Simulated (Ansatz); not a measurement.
# Br− with HF: superposition error and deformation

Aim: split the binding of a pair into the counterpoise interaction, the basis-set superposition error and the cost of deforming the fragments.

Method: PBE0-D4 structures, single points in def2-TZVPPD; program: Ansatz 0.2.0, Gaussian basis.

Levels: PBE-D4, revPBE-D4, BLYP-D4, r2SCAN-D4, B97M-V, PBE0-D4, B3LYP-D4, HSE06-D4, wB97X-V, wB97M-V, B2PLYP, Hartree-Fock, MP2, CCSD, CCSD(T).

Correlated methods freeze the cores. Filled d shells of the heavier atoms are correlated. B3LYP uses VWN-RPA correlation. B2PLYP carries no dispersion term here.

129 further runs of the same task are left out: 129 set aside as unsound or not needed.

## Step 1: The system as given

The relaxed pair: 3 atoms, charge -1, spin multiplicity 1.

Atoms are counted from 1 here; the program's logs count them from 0.

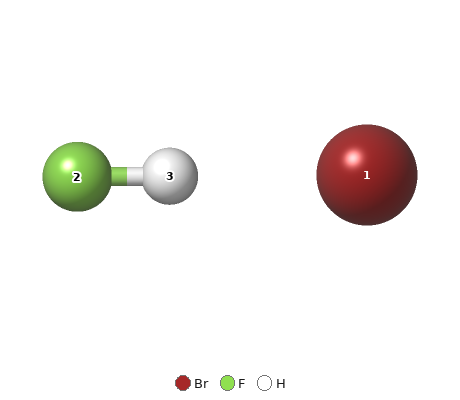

As it starts; bromine red, fluorine green, hydrogen white; atoms are numbered from 1 in the order of the file.

Geometry (Å):

```xyz
3
charge -1, multiplicity 1
Br    0.00706    0.12702   -1.70423
F    -0.00553   -0.09945    1.33585
H    -0.00153   -0.02747    0.36839
```

Atoms 1 to 1 are fragment A (Br−), the rest fragment B (HF). From earlier runs, pair energy (eV) and counterpoise interaction (kJ/mol):

| method | E(pair) | interaction |
| --- | --- | --- |
| PBE-D4 | -72770.93183 | -97.00 |
| revPBE-D4 | -72777.17170 | -91.36 |
| BLYP-D4 | -72784.58506 | -91.06 |
| r2SCAN-D4 | -72782.45110 | -96.29 |
| B97M-V | -72770.28287 | -89.82 |
| PBE0-D4 | -72773.31474 | -96.32 |
| B3LYP-D4 | -72785.03409 | -92.80 |
| HSE06-D4 | -72773.31880 | -96.37 |
| wB97X-V | -72776.61227 | -92.31 |
| wB97M-V | -72779.31726 | -90.83 |
| B2PLYP | -72772.20560 | -88.98 |
| Hartree-Fock | -72724.53573 | -76.52 |
| MP2 | -72739.95072 | -87.25 |
| CCSD(T) | -72740.57657 | -85.66 |

First each fragment is run alone in its own basis, frozen in the shape it has in the pair (a, b).

## Step 2: wB97X-V/def2-TZVPPD

a/in.yaml

```yaml
crystal:
  periodic: [false, false, false]
  atoms:
    - {symbol: Br, position_ang: [0.007064, 0.127019, -1.704234]}
basis:
  gaussian: {orbitals: "def2-TZVPPD.json"}
total_charge: -1
hamiltonian: {xc: {name: wB97X-V}}
```

b/in.yaml

```yaml
crystal:
  periodic: [false, false, false]
  atoms:
    - {symbol: F, position_ang: [-0.005534, -0.099448, 1.335846]}
    - {symbol: H, position_ang: [-0.001530, -0.027470, 0.368388]}
basis:
  gaussian: {orbitals: "def2-TZVPPD.json"}
hamiltonian: {xc: {name: wB97X-V}}
```

The basis file named in the input lies beside it (Basis Set Exchange, JSON).

One command serves all of them, each in its own folder.

Run with:

```
ansatz run in.yaml --threads 2 --pin off --events-out ev --progress --plain --max-ram 5222MiB
```

Output in a:

```text
Functional definition: wB97X-V
  name "wB97X-V"
  cite "Mardirossian & Head-Gordon, Phys. Chem. Chem. Phys. 16, 9904 (2014) doi:10.1039/C3CP54374A"
  cite "Becke, J. Chem. Phys. 107, 8554 (1997) doi:10.1063/1.475007"
  cite "Vydrov & Van Voorhis, J. Chem. Phys. 133, 244103 (2010) doi:10.1063/1.3521275"
  parameter omega = 0.3/bohr
  parameter cx = 0.167
  parameter cx1 = 0.603
  parameter cx2 = 1.194
  parameter css0 = 0.556
  parameter css1 = -0.257
  parameter cos0 = 1.219
  parameter cos1 = -1.850
  parameter b = 6.0
  parameter c = 0.01
  exchange = spin_sum(e_x_unif_sr(omega)*poly(b97_u_x, 1 - cx, cx1, cx2)) + cx*exact_x_sr(omega) + exact_x_lr(omega)
  correlation = spin_sum(e_c_pw_same_spin*poly(b97_u_same, css0, css1))
      + integral(e_c_pw_opposite_spin*poly(b97_u_opposite, cos0, cos1)) + vv10(b, c)
456 factors; their error is unknown
77 factors; integrals over basis functions are off by at most 8.1e-5 eV
mean field evaluation 1: about -70041.3798 eV, gradient 2.4e1 eV
mean field evaluation 2: about -70041.6267 eV, gradient 2.0e1 eV
mean field evaluation 4: about -70041.9321 eV, gradient 7.4e-2 eV
mean field evaluation 8: about -70042.1493 eV, gradient 6.1e-4 eV
mean field -70042.14933666 eV, -2574.0015118483 hartree, gradient 2.0e-5 eV, S^2 0.000000; 0 other end points of the search recorded, 0 dependent functions left out
reference -70042.14933519 eV, -2574.0015117944 hartree; 18, 18 occupied and 39, 39 virtual orbitals, 456 factors
Total energy: -70042.14933519 eV, -2574.0015117944 hartree
```

Log of b (excerpt; [...] marks lines left out):

```text
[... 5 set-up lines as earlier in the session ...]
[...]
      + integral(e_c_pw_opposite_spin*poly(b97_u_opposite, cos0, cos1)) + vv10(b, c)
256 factors; their error is unknown
78 factors; integrals over basis functions are off by at most 2.6e-5 eV
[...]
mean field -2733.49983835 eV, -100.4542662267 hartree, gradient 7.5e-6 eV, S^2 0.000000; 0 other end points of the search recorded, 0 dependent functions left out
reference -2733.49983652 eV, -100.4542661593 hartree; 5, 5 occupied and 52, 52 virtual orbitals, 256 factors
Total energy: -2733.49983652 eV, -100.4542661593 hartree
```

Times: 0.85 s (a), 0.6 s (b) on 2 threads of Arm Neoverse V1, shared host.

## Step 3: wB97M-V/def2-TZVPPD

The same edit goes into each in.yaml of step 2 (a, b):

```diff
-hamiltonian: {xc: {name: wB97X-V}}
+hamiltonian: {xc: {name: wB97M-V}}
```

Each run has its own folder and the same command.

Run with:

```
ansatz run in.yaml --threads 2 --pin off --events-out ev --progress --plain --max-ram 5222MiB
```

Log of a (excerpt; [...] marks lines left out):

```text
Functional definition: wB97M-V
  name "wB97M-V"
  cite "Mardirossian & Head-Gordon, J. Chem. Phys. 144, 214110 (2016) doi:10.1063/1.4952647"
[... 2 set-up lines as earlier in the session ...]
  # Of w^i u^j: cxij and so on, Table III.
[...]
  gx(w, u) = 1 - cx + cx01*u + cx10*w
  gss(w, u) = css00 + css04*u^4 + css10*w + css20*w^2 + css43*w^4*u^3
  gos(w, u) = cos00 + cos10*w + (cos20 + cos21*u)*w^2 + (cos60 + cos61*u)*w^6
[...]
      + integral(e_c_pw_mod_opposite_spin*gos(b97_w_opposite, b97_u_opposite)) + vv10(b, c)
449 factors; their error is unknown
77 factors; integrals over basis functions are off by at most 8.1e-5 eV
[...]
mean field -70044.68299040 eV, -2574.0946219059 hartree, gradient 1.9e-5 eV, S^2 0.000000; 0 other end points of the search recorded, 0 dependent functions left out
reference -70044.68302677 eV, -2574.0946232424 hartree; 18, 18 occupied and 39, 39 virtual orbitals, 449 factors
Total energy: -70044.68302677 eV, -2574.0946232424 hartree
```

Output in b (excerpt; [...] marks lines left out):

```text
[... 5 set-up lines as earlier in the session ...]
  # Of w^i u^j: cxij and so on, Table III.
[...]
  gx(w, u) = 1 - cx + cx01*u + cx10*w
  gss(w, u) = css00 + css04*u^4 + css10*w + css20*w^2 + css43*w^4*u^3
  gos(w, u) = cos00 + cos10*w + (cos20 + cos21*u)*w^2 + (cos60 + cos61*u)*w^6
[...]
      + integral(e_c_pw_mod_opposite_spin*gos(b97_w_opposite, b97_u_opposite)) + vv10(b, c)
256 factors; their error is unknown
78 factors; integrals over basis functions are off by at most 2.6e-5 eV
[...]
mean field -2733.68764179 eV, -100.4611678759 hartree, gradient 8.8e-5 eV, S^2 0.000000; 0 other end points of the search recorded, 0 dependent functions left out
reference -2733.68768670 eV, -100.4611695260 hartree; 5, 5 occupied and 52, 52 virtual orbitals, 256 factors
Total energy: -2733.68768670 eV, -100.4611695260 hartree
```

Wall times: 1.1 s (a), 0.55 s (b) on 2 threads of Arm Neoverse V1, shared host.

## Step 4: B2PLYP/def2-TZVPPD

The same edit goes into each in.yaml of step 3 (a, b):

```diff
-hamiltonian: {xc: {name: wB97M-V}}
+hamiltonian: {xc: {name: B2PLYP}}
```

The same command starts each run, in its folder.

Run with:

```
ansatz run in.yaml --threads 2 --pin off --events-out ev --progress --plain --max-ram 5222MiB
```

Output in a (excerpt; [...] marks lines left out):

```text
Functional definition: B2PLYP
  name "B2PLYP"
  cite "Grimme, J. Chem. Phys. 124, 034108 (2006) doi:10.1063/1.2148954"
  cite "Becke, Phys. Rev. A 38, 3098 (1988) doi:10.1103/PhysRevA.38.3098"
  cite "Lee, Yang & Parr, Phys. Rev. B 37, 785 (1988) doi:10.1103/PhysRevB.37.785"
[...]
358 factors; integrals over basis functions are off by at most 8.4e-5 eV
[...]
mean field -70035.73058119 eV, -2573.7656269355 hartree, gradient 3.9e-6 eV, S^2 0.000000; 0 other end points of the search recorded, 0 dependent functions left out
9 core orbitals not correlated: weight in the atoms' cores, before any rotation towards them, 1.000 or more for the frozen orbitals, at most 0.000 for the correlated occupied ones
reference -70035.73067285 eV, -2573.7656303038 hartree; 9, 9 occupied and 39, 39 virtual orbitals, 358 factors
second order -9.14561220 eV of doubles, -0.00000000 eV of singles
Total energy: -70038.19998814 eV, -2573.8563759670 hartree
```

b printed (excerpt; [...] marks lines left out):

```text
[... 5 set-up lines as earlier in the session ...]
[...]
352 factors; integrals over basis functions are off by at most 1.3e-3 eV
[...]
mean field -2730.67787698 eV, -100.3505610589 hartree, gradient 4.2e-6 eV, S^2 0.000000; 0 other end points of the search recorded, 0 dependent functions left out
1 core orbitals not correlated: weight in the atoms' cores, before any rotation towards them, 1.000 or more for the frozen orbitals, at most 0.000 for the correlated occupied ones
reference -2730.67798403 eV, -100.3505649930 hartree; 4, 4 occupied and 52, 52 virtual orbitals, 352 factors
second order -8.82309365 eV of doubles, -0.00000000 eV of singles
Total energy: -2733.06021931 eV, -100.4381105250 hartree
```

Times: 0.55 s (a), 0.3 s (b) on 2 threads of Arm Neoverse V1, shared host.

## Step 5: B97M-V/def2-TZVPPD

Each input of step 4 (a, b) changes in the same lines:

```diff
-hamiltonian: {xc: {name: B2PLYP}}
+hamiltonian: {xc: {name: B97M-V}}
```

Each run has its own folder and the same command.

Run with:

```
ansatz run in.yaml --threads 2 --pin off --events-out ev --progress --plain --max-ram 5222MiB
```

a printed (excerpt; [...] marks lines left out):

```text
Functional definition: B97M-V
  name "B97M-V"
  cite "Mardirossian & Head-Gordon, J. Chem. Phys. 142, 074111 (2015) doi:10.1063/1.4907719"
[... 2 set-up lines as earlier in the session ...]
  # Of w^i u^j: cxij and so on, Table III.
[...]
  gx(w, u) = cx00 + cx01*u + cx02*u^2 + (cx10 + cx11*u)*w
  gss(w, u) = css00 + css02*u^2 + css10*w + (css32*w^3 + css42*w^4)*u^2
  gos(w, u) = cos00 + cos01*u + cos03*u^3 + cos10*w + cos32*w^3*u^2
[...]
      + integral(e_c_pw_mod_opposite_spin*gos(b97_w_opposite, b97_u_opposite)) + vv10(b, c)
420 factors; their error is unknown
[...]
mean field -70035.95739003 eV, -2573.7739620068 hartree, gradient 5.6e-6 eV, S^2 0.000000; 0 other end points of the search recorded, 0 dependent functions left out
reference -70035.95743151 eV, -2573.7739635312 hartree; 18, 18 occupied and 39, 39 virtual orbitals, 420 factors
Total energy: -70035.95743151 eV, -2573.7739635312 hartree
```

Output in b (excerpt; [...] marks lines left out):

```text
[... 5 set-up lines as earlier in the session ...]
  # Of w^i u^j: cxij and so on, Table III.
[...]
  gx(w, u) = cx00 + cx01*u + cx02*u^2 + (cx10 + cx11*u)*w
  gss(w, u) = css00 + css02*u^2 + css10*w + (css32*w^3 + css42*w^4)*u^2
  gos(w, u) = cos00 + cos01*u + cos03*u^3 + cos10*w + cos32*w^3*u^2
[...]
      + integral(e_c_pw_mod_opposite_spin*gos(b97_w_opposite, b97_u_opposite)) + vv10(b, c)
256 factors; their error is unknown
[...]
mean field -2733.38385426 eV, -100.4500038898 hartree, gradient 4.1e-5 eV, S^2 0.000000; 0 other end points of the search recorded, 0 dependent functions left out
reference -2733.38390912 eV, -100.4500059061 hartree; 5, 5 occupied and 52, 52 virtual orbitals, 256 factors
Total energy: -2733.38390912 eV, -100.4500059061 hartree
```

Wall times: 0.95 s (a), 0.5 s (b) on 2 threads of Arm Neoverse V1, shared host.

## Step 6: CCSD(T)/def2-TZVPPD

Each input of step 5 (a, b) changes in the same lines:

```diff
-hamiltonian: {xc: {name: B97M-V}}
+correlation: {method: ccsd_t}
```

One command serves all of them, each in its own folder.

Run with:

```
ansatz run in.yaml --threads 2 --pin off --events-out ev --progress --plain --max-ram 5222MiB
```

Output in a (excerpt; [...] marks lines left out):

```text
Functional definition: HF
  name "HF"
  cite "Fock, Z. Phys. 61, 126 (1930) doi:10.1007/BF01340294"
  parent pbe
[...]
358 factors; integrals over basis functions are off by at most 8.4e-5 eV
[...]
mean field -70000.93691833 eV, -2572.4869834095 hartree, gradient 9.8e-6 eV, S^2 0.000000; 0 other end points of the search recorded, 0 dependent functions left out
9 core orbitals not correlated: weight in the atoms' cores, before any rotation towards them, 1.000 or more for the frozen orbitals, at most 0.000 for the correlated occupied ones
reference -70000.93691833 eV, -2572.4869834095 hartree; 9, 9 occupied and 39, 39 virtual orbitals, 358 factors
second order -7.73929668 eV of doubles, -0.00000000 eV of singles
cycle   1  -7.73084961 eV  change    8.4e-3 eV  update   4.2e-2
[...]
cycle   7  -7.88930148 eV  change    9.3e-6 eV  update   2.1e-5
perturbative correction -0.25284533 eV, -0.0092918946 hartree
Total energy: -70009.07906515 eV, -2572.7862017860 hartree
```

Output in b (excerpt; [...] marks lines left out):

```text
[... 4 set-up lines as earlier in the session ...]
[...]
352 factors; integrals over basis functions are off by at most 1.3e-3 eV
[...]
mean field -2722.80137940 eV, -100.0611051119 hartree, gradient 1.9e-6 eV, S^2 0.000000; 0 other end points of the search recorded, 0 dependent functions left out
1 core orbitals not correlated: weight in the atoms' cores, before any rotation towards them, 1.000 or more for the frozen orbitals, at most 0.000 for the correlated occupied ones
reference -2722.80137940 eV, -100.0611051119 hartree; 4, 4 occupied and 52, 52 virtual orbitals, 352 factors
second order -7.50563402 eV of doubles, -0.00000000 eV of singles
cycle   1  -7.39138465 eV  change    1.1e-1 eV  update   5.0e-2
[...]
cycle   9  -7.54991914 eV  change    2.0e-6 eV  update   1.6e-6
perturbative correction -0.19295847 eV, -0.0070910930 hartree
Total energy: -2730.54425702 eV, -100.3456506159 hartree
```

They took 0.45 s (a), 0.3 s (b) on 2 threads of Arm Neoverse V1, shared host.

## Step 7: Relaxing HF alone

relax-b/in.yaml

```yaml
crystal:
  periodic: [false, false, false]
  atoms:
    - {symbol: F, position_ang: [-0.005534, -0.099448, 1.335846]}
    - {symbol: H, position_ang: [-0.001530, -0.027470, 0.368388]}
basis:
  gaussian: {orbitals: def2-TZVP}
hamiltonian: {xc: pbe0, dispersion: d4}
relax: {f_tol: 0.005, max_steps: 200}
```

Run with:

```
ansatz run in.yaml --threads 2 --pin off --events-out ev --progress --plain --max-ram 5222MiB
```

The log of the run (excerpt; [...] marks lines left out):

```text
Functional definition: PBE0
  name "PBE0"
  cite "Adamo & Barone, J. Chem. Phys. 110, 6158 (1999) doi:10.1063/1.478522"
  cite "Perdew, Burke & Ernzerhof, Phys. Rev. Lett. 77, 3865 (1996) doi:10.1103/PhysRevLett.77.3865"
[... 1 set-up line as earlier in the session ...]
[...]
200 factors; their error is unknown
[...]
mean field -2731.73404286 eV, -100.3893744393 hartree, gradient 7.0e-6 eV, S^2 0.000000; 0 other end points of the search recorded, 0 dependent functions left out
[...]
reference -2731.73405195 eV, -100.3893747734 hartree; 5, 5 occupied and 32, 32 virtual orbitals, 200 factors
relax step   1: F+E_penalty+E_count = -2731.73557254 eV  Δ(F+E_penalty+E_count) = +0.000e0 eV  max|allowed force component| = 2.537e0 eV/Å  Δτ_max = 0.0000 Å  (21 SCF iters, accepted)
[...]
relax step   4: F+E_penalty+E_count = -2731.80320906 eV  Δ(F+E_penalty+E_count) = -7.571e-5 eV  max|allowed force component| = 2.251e-2 eV/Å  Δτ_max = 0.0010 Å  (25 SCF iters, accepted)
[...]
relax step   5: F+E_penalty+E_count = -2731.80321312 eV  Δ(F+E_penalty+E_count) = -4.062e-6 eV  max|allowed force component| = 4.152e-3 eV/Å  Δτ_max = 0.0002 Å  (25 SCF iters, accepted)
200 factors; their error is unknown
[...]
mean field -2731.80169985 eV, -100.3918607877 hartree, gradient 2.5e-5 eV, S^2 0.000000; 1 other end points of the search recorded, 0 dependent functions left out
[...]
reference -2731.80170828 eV, -100.3918610977 hartree; 5, 5 occupied and 32, 32 virtual orbitals, 200 factors
Total energy: -2731.80322155 eV, -100.3919167094 hartree
Atom 0 at    -0.005430    -0.097587     1.310838 Å, force    -0.000017    -0.000309     0.004152 eV/Å
Atom 1 at    -0.001634    -0.029331     0.393396 Å, force     0.000017     0.000309    -0.004152 eV/Å
Dipole moment:     0.001654     0.029737    -0.399694 e Å
```

Wall time 0.9 s (2 threads of Arm Neoverse V1, shared host).

The steps of the relaxation:

```
step  energy from step 1 (eV)  largest force component (eV/Å)
   1                   0.0000                          2.5374
   2                  -0.0636                          0.6767
   3                  -0.0676                          0.0986
   4                  -0.0676                          0.0225
   5                  -0.0676                          0.0042
```

The bond:

```csv
bond,before (Å),after (Å),change (Å)
F1–H2,0.970,0.920,-0.050
```

## Step 8: PBE-D4/def2-TZVPPD

free-b/in.yaml

```yaml
crystal:
  periodic: [false, false, false]
  atoms:
    - {symbol: F, position_ang: [-0.005430, -0.097587, 1.310838]}
    - {symbol: H, position_ang: [-0.001634, -0.029331, 0.393396]}
basis:
  gaussian: {orbitals: "def2-TZVPPD.json"}
hamiltonian: {xc: pbe, dispersion: d4}
```

Run with:

```
ansatz run in.yaml --threads 2 --pin off --events-out ev --progress --plain --max-ram 5222MiB
```

The log of the run:

```text
Functional definition: PBE
  name "PBE"
[... 2 set-up lines as earlier in the session ...]
  parameter kappa = 0.804
  parameter beta = 0.06672455060314922
  exchange = pbe_x(kappa = kappa, mu = beta*pi^2/3)
  correlation = pbe_c(beta = beta)
256 factors; their error is unknown
mean field evaluation 1: about -2730.2438 eV, gradient 3.5e1 eV
mean field evaluation 2: about -2724.0990 eV, gradient 7.5e1 eV
mean field evaluation 4: about -2731.9304 eV, gradient 4.9e-1 eV
mean field evaluation 8: about -2731.9296 eV, gradient 1.2e-1 eV
mean field -2731.92959302 eV, -100.3965607751 hartree, gradient 3.7e-5 eV, S^2 0.000000; 0 other end points of the search recorded, 0 dependent functions left out
reference -2731.92963073 eV, -100.3965621611 hartree; 5, 5 occupied and 52, 52 virtual orbitals, 256 factors
Total energy: -2731.93152460 eV, -100.3966317592 hartree
```

It took 0.2 s on 2 threads of Arm Neoverse V1, shared host.

## Step 9: r2SCAN-D4/def2-TZVPPD

free-b/in.yaml, as its differences from that of step 8:

```diff
@@ -7,2 +7,2 @@
   gaussian: {orbitals: "def2-TZVPPD.json"}
-hamiltonian: {xc: pbe, dispersion: d4}
+hamiltonian: {xc: r2scan, dispersion: d4}
```

Run with:

```
ansatz run in.yaml --threads 2 --pin off --events-out ev --progress --plain --max-ram 5222MiB
```

The log of the run:

```text
Functional definition: r2SCAN
  name "r2SCAN"
  cite "Furness, Kaplan, Ning, Perdew & Sun, J. Phys. Chem. Lett. 11, 8208 (2020) doi:10.1021/acs.jpclett.0c02405"
  cite "Furness, Kaplan, Ning, Perdew & Sun, J. Phys. Chem. Lett. 11, 9248 (2020) doi:10.1021/acs.jpclett.0c03077"
  parent r2scan
  parameter k0 = 0.174
  parameter k1 = 0.065
  parameter a1 = 4.9479
  exchange = r2scan_x(k0 = k0, k1 = k1, a1 = a1)
  correlation = r2scan_c
256 factors; their error is unknown
mean field evaluation 1: about -2731.8204 eV, gradient 3.4e1 eV
mean field evaluation 2: about -2728.6347 eV, gradient 5.9e1 eV
mean field evaluation 4: about -2733.3503 eV, gradient 3.6e-1 eV
mean field evaluation 8: about -2733.3494 eV, gradient 1.2e-3 eV
mean field -2733.34937266 eV, -100.4487367147 hartree, gradient 7.1e-6 eV, S^2 0.000000; 0 other end points of the search recorded, 0 dependent functions left out
reference -2733.34938576 eV, -100.4487371960 hartree; 5, 5 occupied and 52, 52 virtual orbitals, 256 factors
Total energy: -2733.34984329 eV, -100.4487540099 hartree
```

Wall time 0.5 s (2 threads of Arm Neoverse V1, shared host).

## Step 10: PBE0-D4/def2-TZVPPD

free-b/in.yaml, as its differences from that of step 9:

```diff
@@ -7,2 +7,3 @@
   gaussian: {orbitals: "def2-TZVPPD.json"}
-hamiltonian: {xc: r2scan, dispersion: d4}
+hamiltonian: {xc: pbe0, dispersion: d4}
+output: {orbitals: {seedname: orbitals}}
```

Run with:

```
ansatz run in.yaml --threads 2 --pin off --events-out ev --progress --plain --max-ram 5222MiB
```

The log of the run (excerpt; [...] marks lines left out):

```text
[... 5 set-up lines as earlier in the session ...]
  parameter a = 0.25
[... 2 set-up lines as earlier in the session ...]
  exchange = (1 - a)*pbe_x(kappa = kappa, mu = beta*pi^2/3) + a*exact_x
[... 1 set-up line as earlier in the session ...]
256 factors; their error is unknown
mean field evaluation 1: about -2730.5267 eV, gradient 3.2e1 eV
mean field evaluation 2: about -2728.8044 eV, gradient 4.9e1 eV
mean field evaluation 4: about -2731.9118 eV, gradient 1.4e-1 eV
mean field evaluation 8: about -2731.9214 eV, gradient 9.0e-3 eV
mean field -2731.92136947 eV, -100.3962585653 hartree, gradient 2.9e-5 eV, S^2 0.000000; 0 other end points of the search recorded, 0 dependent functions left out
reference -2731.92139760 eV, -100.3962595990 hartree; 5, 5 occupied and 52, 52 virtual orbitals, 256 factors
Total energy: -2731.92291087 eV, -100.3963152107 hartree
```

Wall time 0.2 s (2 threads of Arm Neoverse V1, shared host).

## Step 11: B3LYP-D4/def2-TZVPPD

free-b/in.yaml, as its differences from that of step 10:

```diff
@@ -7,3 +7,2 @@
   gaussian: {orbitals: "def2-TZVPPD.json"}
-hamiltonian: {xc: pbe0, dispersion: d4}
-output: {orbitals: {seedname: orbitals}}
+hamiltonian: {xc: {name: B3LYP}, dispersion: d4}
```

Run with:

```
ansatz run in.yaml --threads 2 --pin off --events-out ev --progress --plain --max-ram 5222MiB
```

The log of the run:

```text
Functional definition: B3LYP
  name "B3LYP"
  cite "Stephens, Devlin, Chabalowski & Frisch, J. Phys. Chem. 98, 11623 (1994) doi:10.1021/j100096a001"
[... 2 set-up lines as earlier in the session ...]
  cite "Vosko, Wilk & Nusair, Can. J. Phys. 58, 1200 (1980) doi:10.1139/p80-159"
  parameter a0 = 0.2
  parameter ax = 0.72
  parameter ac = 0.81
  exchange = (1 - a0 - ax)*slater_x + ax*b88_x + a0*exact_x
  correlation = (1 - ac)*vwn_rpa_c + ac*lyp_c
256 factors; their error is unknown
mean field evaluation 1: about -2733.0324 eV, gradient 3.4e1 eV
mean field evaluation 2: about -2730.2167 eV, gradient 5.8e1 eV
mean field evaluation 4: about -2734.6060 eV, gradient 1.8e-1 eV
mean field evaluation 8: about -2734.6134 eV, gradient 7.0e-4 eV
mean field -2734.61341482 eV, -100.4951894073 hartree, gradient 8.3e-5 eV, S^2 0.000000; 0 other end points of the search recorded, 0 dependent functions left out
reference -2734.61359009 eV, -100.4951958483 hartree; 5, 5 occupied and 52, 52 virtual orbitals, 256 factors
Total energy: -2734.61657976 eV, -100.4953057167 hartree
```

Wall time 0.25 s (2 threads of Arm Neoverse V1, shared host).

(Part 1 of 2 ends here.)
